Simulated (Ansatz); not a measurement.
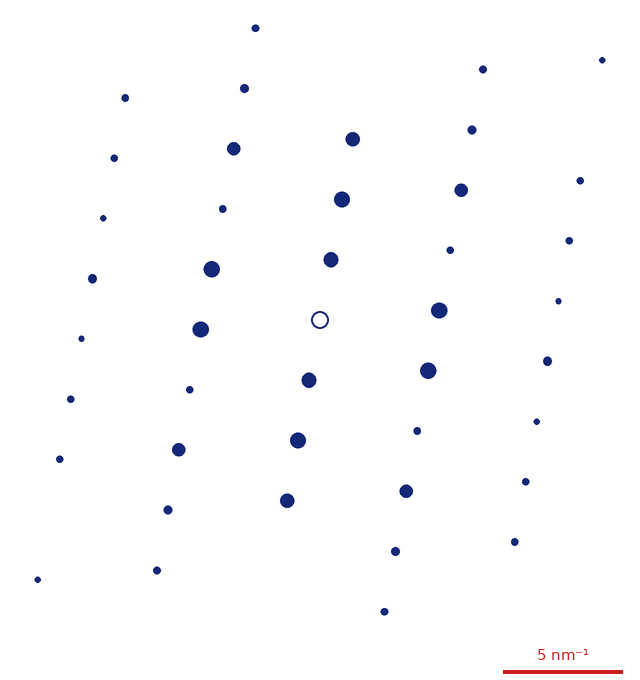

Computed electron diffraction pattern, 200 kV, single scattering only, B = 0.5 Å².

It belongs to Ga, space group Cmce (No. 64), a = 4.570 Å, b = 7.744 Å, c = 4.587 Å. Structure: the end point of a relaxation with Ansatz 0.2.0, DFT PBE, scalar-relativistic, plane waves, PAW.

> Which low-index zone axis gives this pattern?

The spots form a centred rectangular net whose two shortest vectors correspond to d = 3.87 Å and 1.98 Å, 75.2° apart. They index as 0 2 0 and 1 1 -2, so the zone axis is ±[201] (or an equivalent direction of <201>). The zone [111] gives nearly the same net, so geometry alone does not settle it; this pattern was computed for [201].

> Which reflections of this zone are missing, and why?

The lattice centring (C) removes all reflections that break h + k = 2n; reflections such as 0 8 0 are allowed but too weak to see at this display level.

> List the strongest reflections.

Strongest reflections with d > 0.80 Å, one of each family (|F|² from tabulated Gaussian fits of the electron scattering factors, times a small damping for the curvature of the Ewald sphere):

```json
{"hkl": "1 1 -2", "d (Å)": "1.982", "I (strongest = 100)": "100"}
{"hkl": "0 4 0", "d (Å)": "1.936", "I (strongest = 100)": "94"}
{"hkl": "0 2 0", "d (Å)": "3.872", "I (strongest = 100)": "82"}
{"hkl": "0 6 0", "d (Å)": "1.291", "I (strongest = 100)": "67"}
{"hkl": "1 5 -2", "d (Å)": "1.236", "I (strongest = 100)": "50"}
{"hkl": "2 0 -4", "d (Å)": "1.025", "I (strongest = 100)": "10"}
```
